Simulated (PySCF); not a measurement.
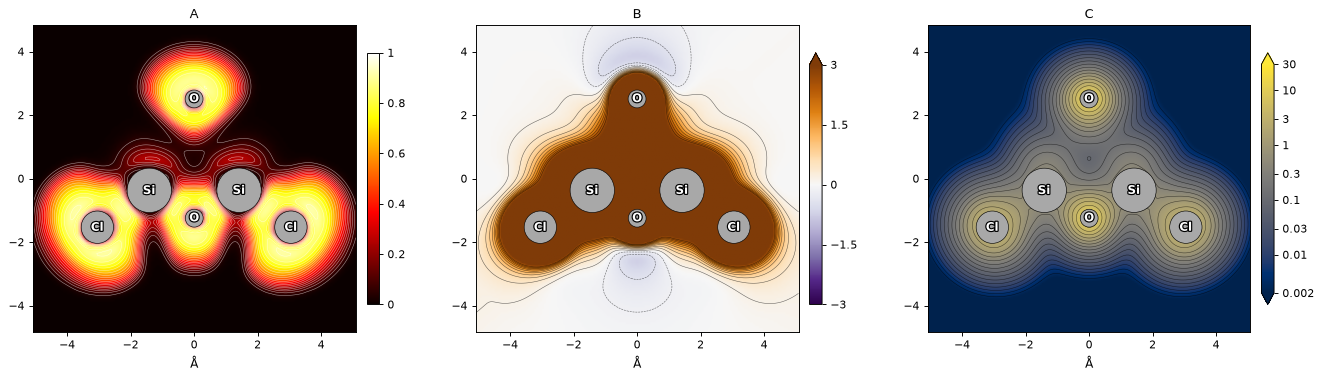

Cl4O6Si4 ((ClSi)4O6 adamantane): 3 fields on the plane of atoms Cl5, Si4 and O6, with unlabelled colour scales. Grey discs cover the atomic cores.

Geometry: PBE0-D3(BJ)/def2-SVP.

The calculation used PBE0/def2-SVPD, SCF density, gas phase (PySCF).

> Match the panels to the quantities (electron density, electron localisation function and electrostatic potential).

Panel A: electron localisation function. Panel B: electrostatic potential (strongly positive close to the atoms, with negative regions outside electron-rich atoms). Panel C: electron density. From the grid: Si–O (1.66 Å): the density is about 1.1 e/Å³ at the midpoint; the ELF peaks at about 0.85 between the atoms; a shared but strongly polarised pair. Si–Cl (2.01 Å): ρ is about 0.98 e/Å³ halfway; the ELF peaks at about 0.90 between the atoms: a polar covalent bond.
